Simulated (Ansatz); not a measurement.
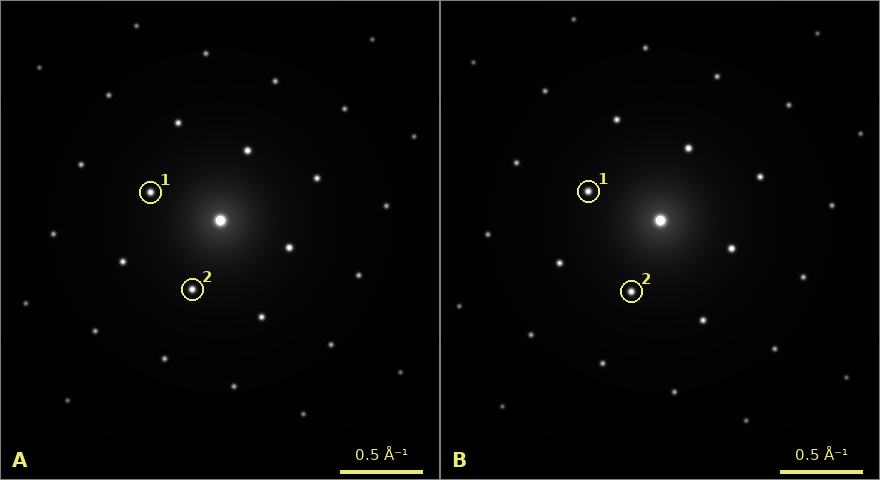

Kinematic electron diffraction patterns (300 kV, B = 0.5 Å², same scale) along [001] of the run's own cell, for the start and the end of one relaxation of TiTl with DFT, PAW plane waves, pbe (Ansatz). k mesh 11×11×4. The start is a generated model structure, and the relaxation ends in the nearest stationary point of its symmetry, not necessarily the ground state. Spot 1 is -1 -1 0 and spot 2 is 1 -1 0 in both.

Start structure:

```
Ti Tl
1.0
     2.98492    0.00000    0.00000
     0.00000    2.98492    0.00000
     0.00000    0.00000    9.20350
Ti Tl
2 2
Direct
  0.00000 0.50000 0.60800
  0.50000 0.00000 0.39200
  0.00000 0.50000 0.13000
  0.50000 0.00000 0.87000
```

### Which pattern belongs to the start structure, and which to the relaxed one?

B is the start: its cell gives d(1) = 2.111 Å, d(2) = 2.111 Å and an angle of 90.0°. A is the relaxed structure, with d(1) = 2.181 Å (+3.3 %), d(2) = 2.181 Å (+3.3 %) and 90.0°.

### What did the relaxation do to the structure and the energy?

The volume changed by +9.7 % to 22.48 Å³ an atom; with the mean shift removed, the atoms moved by up to 0.22 Å relative to the cell (Tl most); the space group stayed P4/nmm (No. 129); the free energy fell by 100 meV an atom. Relaxed cell: a = 3.085 Å, b = 3.085 Å, c = 9.450 Å, α = 90.00°, β = 90.00°, γ = 90.00°.
